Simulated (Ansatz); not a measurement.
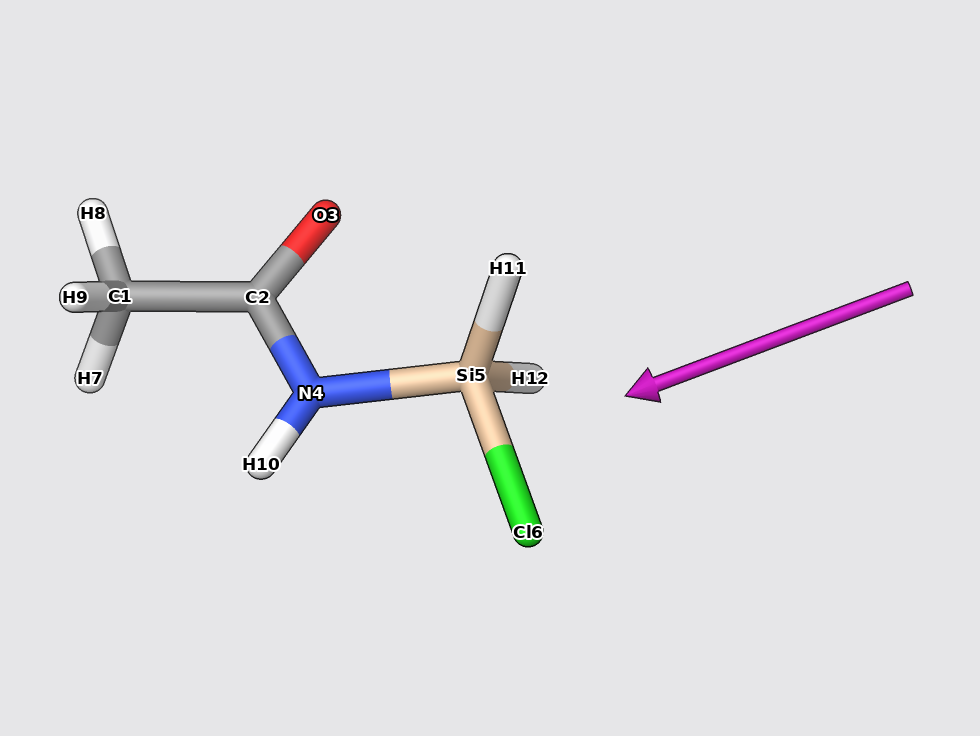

The arrow beside the molecule shows the direction of the dipole moment, from the negative to the positive end (its length means nothing). The computed structure is the end point of a PBE0-D4/def2-TZVP optimisation. No frequency run is at hand to confirm it as a minimum. Level of theory: RKS PBE-D4/def2-TZVPP (Ansatz 0.2.0).

Q: Estimate the dipole moment.

A: 3.21 D; it points from the side of H11, H12 to the side of H7, H9 (the outermost atoms at the two ends).
